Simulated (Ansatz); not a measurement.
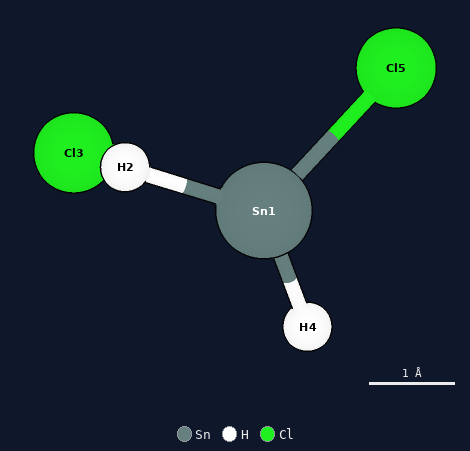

Figure 1. The structure (ball-and-stick view, seen at a tilt; atoms are numbered from 1 in the order of the input). Sticks mark near contacts. Bond lengths as drawn: Cl–Sn 2.38 to 2.65 Å and H–Sn 1.75 to 1.80 Å.

Run report: SnH₂Cl₂, frequency calculation

System: SnH₂Cl₂.
Method: RKS PBE-D4/def2-SVP (Ansatz 0.2.0).

It belongs to a series of runs on one base structure; here: vibrations at the highest image of the band. Figures and captions count atoms from 1; the log counts them from 0 in places.

## Log
```
Engine: ansatz 0.2.0, aarch64-unknown-linux-gnu
Functional definition: PBE
  parameter kappa = 0.804
  parameter beta = 0.06672455060314922
  exchange = pbe_x(kappa = kappa, mu = beta*pi^2/3)
  correlation = pbe_c(beta = beta)
797 factors; their error is unknown
mean field evaluation 1: about -30890.0260 eV, gradient 2.0e1 eV
mean field evaluation 2: about -30882.7514 eV, gradient 5.0e1 eV
mean field evaluation 4: about -30891.1772 eV, gradient 4.7e0 eV
mean field evaluation 8: about -30891.2375 eV, gradient 7.9e-2 eV
mean field -30891.23752195 eV, -1135.2320400990 hartree, gradient 5.3e-5 eV, S^2 0.000000; 0 other end points of the search recorded, 0 dependent functions left out
the calculation of the forces begins
reference -30891.23755603 eV, -1135.2320413511 hartree; 29, 29 occupied and 43, 43 virtual orbitals, 797 factors
these checks for a lower state are left out or cut short: stability, starts, cluster_reference, orbital_swaps, neighbouring_geometries, increment
797 factors; their error is unknown
mean field evaluation 16: about -30891.2647 eV, gradient 1.4e-1 eV
mean field -30891.23752277 eV, -1135.2320401288 hartree, gradient 1.2e-6 eV, S^2 0.000000; 0 other end points of the search recorded, 0 dependent functions left out
[... from here on the field's lines of each further geometry are left out, up to the last ...]
the calculation of the forces begins
reference -30891.23752939 eV, -1135.2320403724 hartree; 29, 29 occupied and 43, 43 virtual orbitals, 797 factors
these checks for a lower state are left out or cut short: stability, starts, cluster_reference, orbital_swaps, neighbouring_geometries, increment
797 factors; their error is unknown
mean field evaluation 192: about -30891.2375 eV, gradient 1.6e-5 eV
mean field -30891.23752592 eV, -1135.2320402446 hartree, gradient 1.4e-6 eV, S^2 0.000000; 0 other end points of the search recorded, 0 dependent functions left out
the calculation of the forces begins
reference -30891.23755999 eV, -1135.2320414967 hartree; 29, 29 occupied and 43, 43 virtual orbitals, 797 factors
WARN: phonons: modes at or below zero, which the zero-point energy, F, S and C_V leave out: 1, the lowest at -840.63 cm⁻¹. A minimum has none, and a first-order saddle one
Total energy: -30891.36148968 eV, -1135.2365958289 hartree
Atom 0 at    -0.301132     0.074677     0.398149 Å, force    -0.000572    -0.002983     0.000947 eV/Å
Atom 1 at     0.938808    -0.092503     1.686874 Å, force    -0.001568     0.000204    -0.001270 eV/Å
Atom 2 at     2.340198    -0.013047     0.524802 Å, force     0.002194    -0.000151     0.000125 eV/Å
Atom 3 at    -0.569758     1.361481    -0.751342 Å, force    -0.000529     0.001254    -0.000940 eV/Å
Atom 4 at    -0.931217    -1.877409    -0.813185 Å, force     0.000475     0.001676     0.001138 eV/Å
Dipole moment:    -0.346260     0.377488     0.273481 e Å
Vibrations: -840.63 84.32 276.05 355.97 437.77 472.23 584.96 1557.75 1780.03 cm⁻¹, zero-point energy 0.343999 eV
```

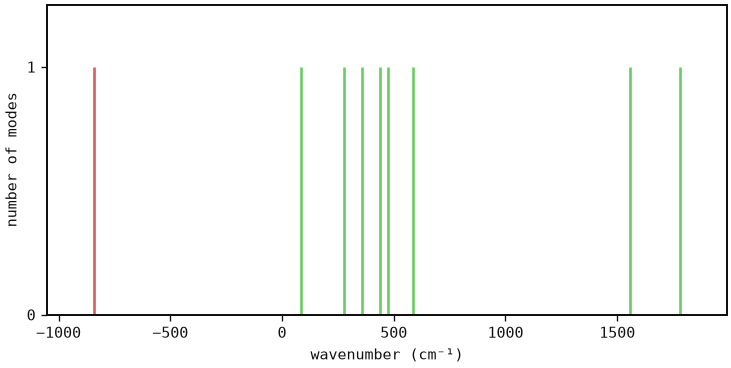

Figure 2. Harmonic vibrational wavenumbers from the force constants; neighbouring modes closer than 12 cm⁻¹ are counted in one stick, and imaginary ones are drawn at negative wavenumbers. 9 modes from 841i to 1780 cm⁻¹, 1 imaginary beyond 8i (841i cm⁻¹): a first-order saddle point, if the geometry is stationary.

The run was set up as follows.

## Input file
```yaml
crystal:
  periodic: [false, false, false]
  atoms:
    - { symbol: Sn, position_ang: [-0.301132, 0.074677, 0.398149] }
    - { symbol: H, position_ang: [0.938808, -0.092503, 1.686874] }
    - { symbol: Cl, position_ang: [2.340198, -0.013047, 0.524802] }
    - { symbol: H, position_ang: [-0.569758, 1.361481, -0.751342] }
    - { symbol: Cl, position_ang: [-0.931217, -1.877409, -0.813185] }
basis:
  gaussian: { orbitals: def2-SVP }
hamiltonian:
  xc: pbe
  dispersion: d4
phonons: {}
```

Command:
```bash
ansatz run input.yaml --threads 1 --pin off --max-ram 2048MiB --backend cpu --events-out ev --progress --plain --runs-dir out
```

## Results in brief

| quantity | value |
| --- | --- |
| outcome | converged |
| total energy | −30891.3615 eV |
| mean-field energy | −30891.2376 eV |
| largest force (length of the vector) | 0.003 eV/Å |
| hardware | 1 thread of Arm Neoverse V1, 24 GiB of memory available, shared host |
| wall time | 38 s |
| peak memory | 0.1 GiB |
